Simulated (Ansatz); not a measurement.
**B2GP-PLYP-D3(BJ)-ATM/jun-cc-pV(T+d)Z (accuracy low, damping of pbe, start density atoms) run of [BCl2]+ (SMILES Cl[B+]Cl)**

Aim: the vertical electron affinity of [BCl2]+ at B2GP-PLYP-D3(BJ)-ATM/jun-cc-pV(T+d)Z (accuracy low, damping of pbe, start density atoms), from 2 runs. 

The results are computed with Ansatz 0.2.0.

13 further runs of the same task are left out: 1 that didn't finish, 12 set aside as unsound or not needed.

**1. Starting point**

The species is [BCl2]+ (3 atoms), meant as a singlet with charge +1. As SMILES, `Cl[B+]Cl`. Geometry: relaxed at PBE0-D4/def2-TZVP.

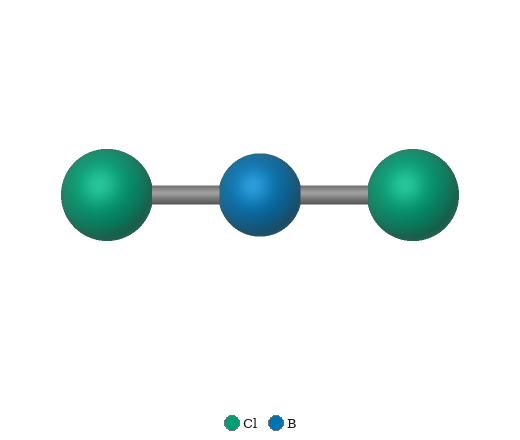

The structure, seen from a chosen angle (chlorine teal, boron blue).

**2. The energy at B2GP-PLYP-D3(BJ)-ATM/jun-cc-pV(T+d)Z (accuracy low, damping of pbe, start density atoms)**

input.yaml reads:

```yaml
basis:
  gaussian:
    orbitals: jun-cc-pV_T+d_Z.json
crystal:
  periodic: [false, false, false]
  atoms:
    - {symbol: Cl, position_ang: [-1.267920, 0.785680, -0.605300]}
    - {symbol: B, position_ang: [0.000010, 0.000020, 0.000000]}
    - {symbol: Cl, position_ang: [1.267910, -0.785700, 0.605290]}
total_charge: 1
hamiltonian:
  xc: {name: B2GP-PLYP}
  dispersion: {method: d3bjatm, functional: pbe}
correlation:
  electrons: outside_noble_gas
accuracy: low
```

The basis set jun-cc-pV(T+d)Z is read from a file made from the Basis Set Exchange's data (not shown).

Started as:

```bash
$ ansatz run input.yaml --threads 1 --pin off --max-ram 3480MiB --events-out events.jsonl --progress --plain --runs-dir runs
```

The log of the run:

```text
Warning: RAYON_NUM_THREADS=1 ignored (pool sized by the plan → 1); use --threads N
Functional definition: B2GP-PLYP
  name "B2GP-PLYP"
  parameter a = 0.65
  parameter c = 0.36
  exchange = (1 - a)*b88_x + a*exact_x
  correlation = (1 - c)*lyp_c + c*(mp2_os + mp2_ss)
791 factors; integrals over basis functions are off by at most 8.2e-4 eV
mean field evaluation 1: about -25699.0404 eV, gradient 2.0e1 eV
mean field evaluation 2: about -25699.4936 eV, gradient 2.0e1 eV
mean field evaluation 4: about -25700.2669 eV, gradient 2.5e0 eV
mean field evaluation 8: about -25700.2858 eV, gradient 2.4e-2 eV
mean field evaluation 16: about -25700.2858 eV, gradient 2.9e-6 eV
mean field -25700.28579447 eV, -944.4680826672 hartree, gradient 2.8e-6 eV, S^2 0.000000; 0 other end points of the search recorded, 0 dependent functions left out
11 core orbitals not correlated: weight in the atoms' cores, before any rotation towards them, 1.000 or more for the frozen orbitals, at most 0.000 for the correlated occupied ones
reference -25700.28589779 eV, -944.4680864642 hartree; 8, 8 occupied and 116, 116 virtual orbitals, 791 factors
second order -14.19358762 eV of doubles, -0.00000000 eV of singles
Total energy: -25705.46066929 eV, -944.6582558094 hartree
```

It took 6 s on 1 thread of Arm Neoverse V1, shared host; peak memory 0.21 GiB.

**3. Doublet neutral BCl2, same level**

Edit input.yaml of step 2 so:

```diff
@@ -9,3 +9,5 @@
     - {symbol: Cl, position_ang: [1.267910, -0.785700, 0.605290]}
-total_charge: 1
+magnetization:
+  spin_polarized: true
+  initial_magnetization: 1
 hamiltonian:
```

The basis set jun-cc-pV(T+d)Z is read from a file made from the Basis Set Exchange's data (not shown).

Started as:

```bash
$ ansatz run input.yaml --threads 1 --pin off --max-ram 3480MiB --events-out events.jsonl --progress --plain --runs-dir runs
```

The log of the run:

```text
Warning: RAYON_NUM_THREADS=1 ignored (pool sized by the plan → 1); use --threads N
[... 6 set-up lines as earlier in the session ...]
791 factors; integrals over basis functions are off by at most 8.2e-4 eV
mean field evaluation 1: about -25705.3284 eV, gradient 8.1e0 eV
mean field evaluation 2: about -25705.5441 eV, gradient 7.9e0 eV
mean field evaluation 4: about -25706.0107 eV, gradient 1.7e0 eV
mean field evaluation 8: about -25706.0318 eV, gradient 1.8e-1 eV
mean field evaluation 16: about -25706.0324 eV, gradient 2.0e-4 eV
mean field evaluation 32: about -25706.0324 eV, gradient 2.6e-6 eV
mean field evaluation 64: about -25706.0324 eV, gradient 6.7e-3 eV
mean field -25706.03236027 eV, -944.6792650655 hartree, gradient 2.7e-10 eV, S^2 0.760402; 3 other end points of the search recorded, 0 dependent functions left out
11 core orbitals not correlated: weight in the atoms' cores, before any rotation towards them, 1.000 or more for the frozen orbitals, at most 0.000 for the correlated occupied ones
reference -25706.03248824 eV, -944.6792697683 hartree; 9, 8 occupied and 115, 116 virtual orbitals, 791 factors
second order -14.40199720 eV of doubles, -0.00000000 eV of singles
Total energy: -25711.28228720 eV, -944.8721963214 hartree
```

Run time: 2.3 min. Hardware: 1 thread of Arm Neoverse V1, shared host; peak memory 0.36 GiB.

**4. Outcome**

Level: B2GP-PLYP-D3(BJ)-ATM/jun-cc-pV(T+d)Z (accuracy low, damping of pbe, start density atoms), 11 core orbitals frozen.

| quantity | value |
| --- | --- |
| singlet [BCl2]+: total energy | -944.65826 Eh |
| singlet [BCl2]+: dispersion energy | -6.28 kJ/mol |
| doublet neutral BCl2: total energy | -944.87220 Eh |
| doublet neutral BCl2: dispersion energy | -6.28 kJ/mol |
| doublet neutral BCl2: ⟨S²⟩ | 0.760 |
| vertical electron affinity (to the doublet neutral) | 5.822 eV |

What this shows: At fixed nuclei the extra electron is bound by 5.82 eV (134 kcal/mol). The accuracy setting (singlet [BCl2]+) is loose, so the last digits carry no meaning. The accuracy setting (doublet neutral BCl2) is loose, so the last digits carry no meaning.
